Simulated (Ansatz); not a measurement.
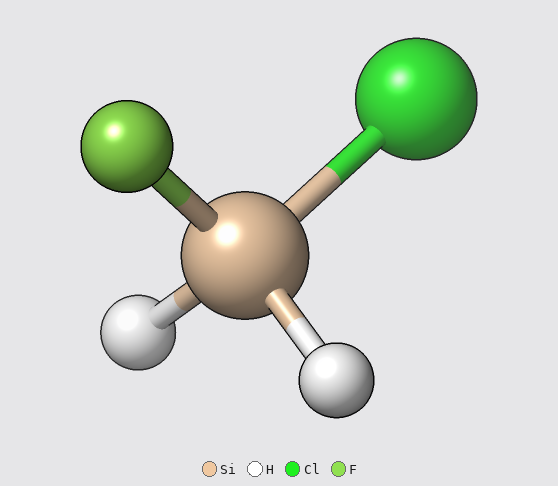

A ball-and-stick model of a molecule. Every bond is drawn as one stick, whatever its order.

The computed structure is the end point of a PBE0-D4/def2-TZVP optimisation.

What is the molecular formula?

ClFH2Si, 5 atoms: 1 chlorine, 1 fluorine, 2 hydrogen and 1 silicon.

How many bonds of each kind are drawn?

2 Si–H, 1 Cl–Si, 1 F–Si. Sticks follow a distance rule.

How many atoms are distinct by symmetry?

4: 1 Si, 2 H, 1 Cl, 1 F.

What is the point group of this geometry?

Cs.

The parts below concern this one geometry. Atoms keep their numbers from picture to picture.

### Vibrations

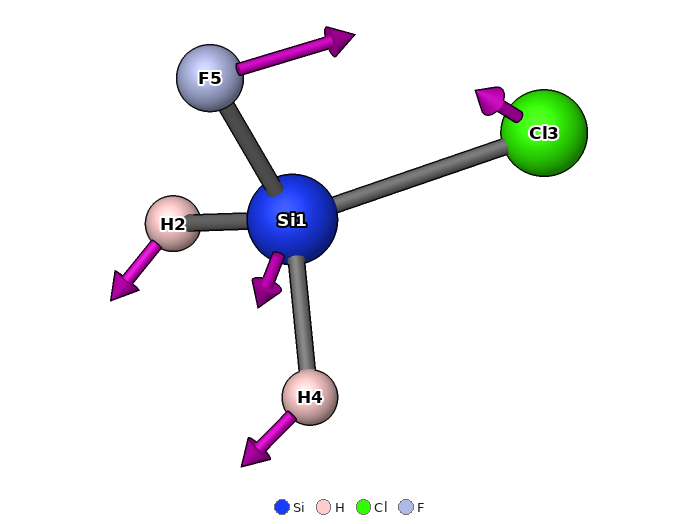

The arrows show one normal mode. Harmonic vibrations computed with RKS PBE0-D4/def2-TZVP (Ansatz 0.2.0) at a stationary point of the same level.

Describe the motion.

Mostly Cl–Si–F bending.

Estimate its harmonic wavenumber.

248 cm⁻¹; it is mode 1 of 9 counted from the lowest.

### Charges

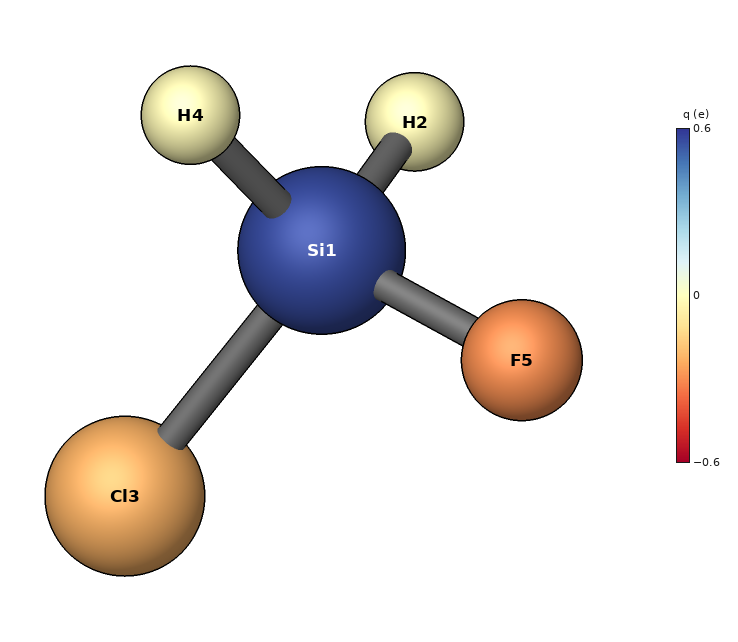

Atoms are coloured by their Mulliken charges. Properties computed with RKS PBE0-D4/def2-TZVP (Ansatz 0.2.0).

List the Mulliken charges.

```json
{"atom": "Si1", "value (e)": "0.55"}
{"atom": "H2", "value (e)": "−0.02"}
{"atom": "Cl3", "value (e)": "−0.22"}
{"atom": "H4", "value (e)": "−0.02"}
{"atom": "F5", "value (e)": "−0.29"}
```

### Dipole moment

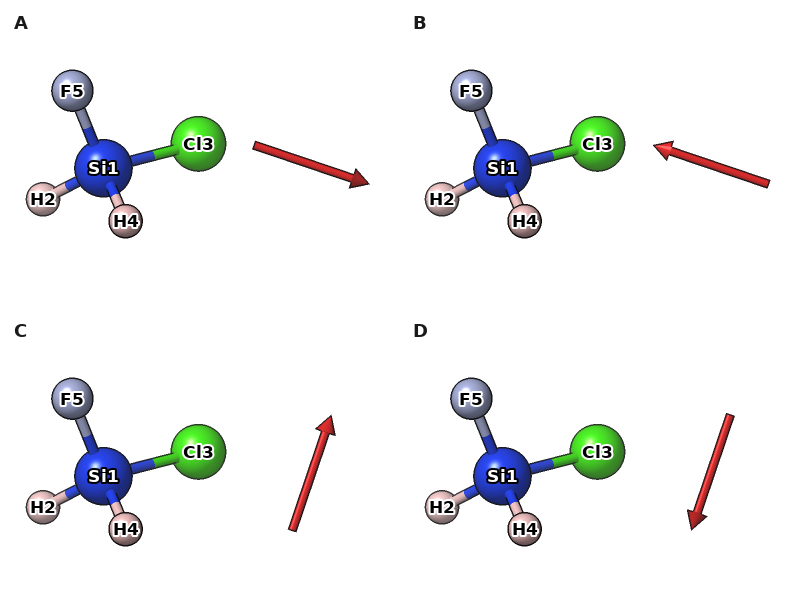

The same molecule four times, each with an arrow. Level of theory: RKS PBE0-D4/def2-TZVP (Ansatz 0.2.0).

Which arrow points along the dipole moment, from the negative to the positive end?

D. The dipole moment is 1.32 D; it points from the side of Cl3, F5 to the side of H2, H4 (the outermost atoms at the two ends).

### Electronic properties

Level of theory: CCSD(T)/CBS estimate, frozen core: MP2 correlation extrapolated from def2-TZVPP and def2-QZVPP, CCSD(T) minus MP2 from the smaller set (Ansatz 0.2.0).

What is the T1 diagnostic?

0.010.

Mulliken values depend strongly on the basis set and can even reverse the polarity of a bond.
